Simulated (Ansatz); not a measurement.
Take HfS2 in the CdI2 type structure (space group P-3m1, No. 164; a = 3.547 Å, c = 5.577 Å; layered, stacked along the Cartesian z axis) as the base. Axes: x lies along a and z along c of the hexagonal cell.

One thing is altered: compressive biaxial strain of 1.00 % in the plane normal to [001], as in epitaxy on a mismatched substrate; the out-of-plane cell vector and the atoms relax.

Calculations: PBEsol-D3(BJ) (Ansatz, a first-principles code, PAW, no SOC).

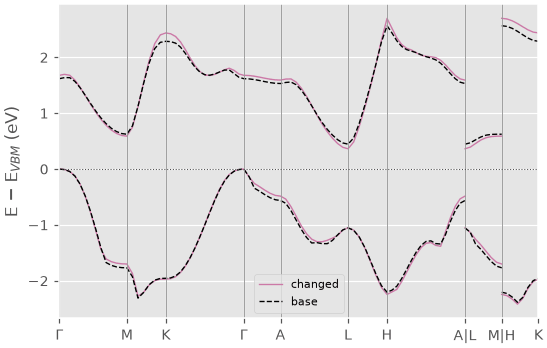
Fig. 1. Highest valence and lowest conduction band along the path, each from its own valence-band maximum

Task: From the figure, how large is the changed gap, and is it direct?

Result: About 0.4 eV, indirect, Γ → L.

Spin-orbit coupling, missing from the scalar runs, can matter with Hf. Whether these cells are dynamically stable was not tested.
